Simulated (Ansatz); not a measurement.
# Response to strain in Ag

The reference is Ag in the fcc (Cu type) structure (space group Fm-3m, No. 225; a = 4.104 Å; relaxed with 0.1 eV smearing). Axes: x, y, z lie along the cube axes.

Strains are applied to the cell and any free atomic positions relax; under biaxial strain the out-of-plane vector relaxes too.

All numbers come from Ansatz (a first-principles code) r2SCAN, no spin-orbit coupling.

Notes on the quantities. pressure: mean of the normal stresses, compression positive.

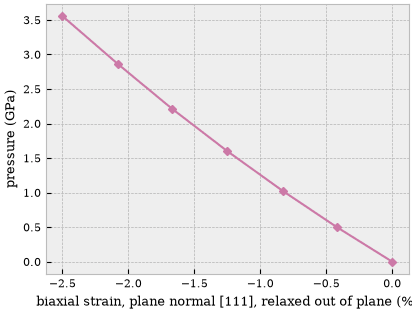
Pressure against biaxial strain, plane normal [111], relaxed out of plane

### Question
From the plot, what is the pressure for biaxial strain −0.42 %, plane normal [111], relaxed out of plane?

### Answer
About 0.5 GPa.

### Question
Is the trend monotonic over the range shown?

### Answer
Yes, it falls throughout, spanning 0.0 GPa to 3.6 GPa.

Whether these cells are dynamically stable was not tested.
